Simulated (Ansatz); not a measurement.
System: S₂Sr (triplet).

The calculation's input:

```
crystal:
  periodic: [false, false, false]
  atoms:
    - {symbol: Sr, position_ang: [-0.709932, -0.996956, -1.278047]}
    - {symbol: S, position_ang: [-0.519867, 0.515989, 1.111319]}
    - {symbol: S, position_ang: [1.229799, 0.480967, 0.166727]}
basis:
  gaussian: {orbitals: def2-TZVP, initial_orbitals: start.molden}
magnetization: {spin_polarized: true, initial_magnetization: 2}
hamiltonian: {xc: pbe0, dispersion: d4}
output: {orbitals: {seedname: orbitals}}
```

Command:

```sh
ansatz run in.yaml --threads 4 --pin off --events-out ev --progress --plain --max-ram 3916MiB
```

Geometry: PBE0-D4/def2-TZVP; core potentials replace the inner electrons of Sr.

Method: UKS PBE0-D4/def2-TZVP in Ansatz.

> Predict the electron density, electron localisation function and spin density between the atoms.

S–S (1.99 Å): the density is about 1.1 e/Å³ at the midpoint; the ELF peaks at about 0.80 between the atoms, as expected for a covalent bond.
Sr–S (2.83 Å): ρ is about 0.23 e/Å³ halfway; the ELF peaks at about 0.85 in the valence shell of S, 0.9 Å from its nucleus, and is about 0.20 at the midpoint; an ionic contact with no shared pair.
The unpaired spin (2 electrons) lies mostly on Sr1 (about 1.0), S2 (about 0.5) and S3 (about 0.5), in electrons by Hirshfeld's partition.

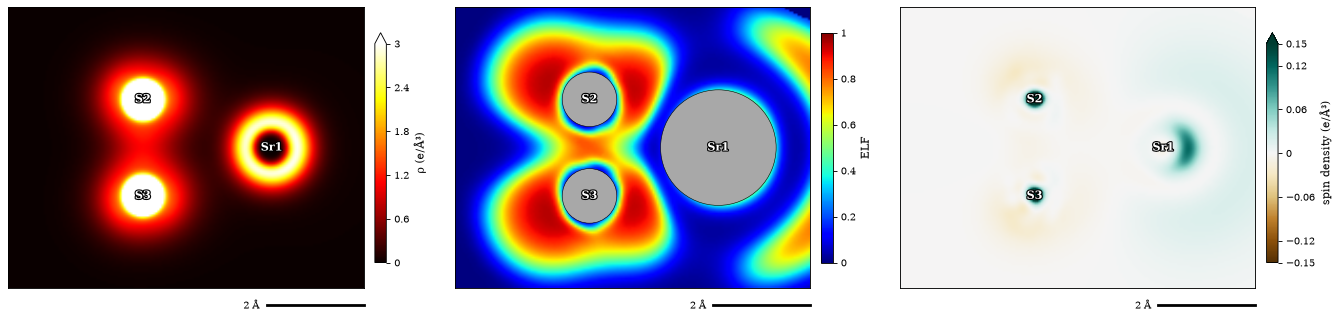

Computed electron density, electron localisation function and spin density on the molecular plane, in this order. Grey discs cover the atomic cores in the ELF map. 
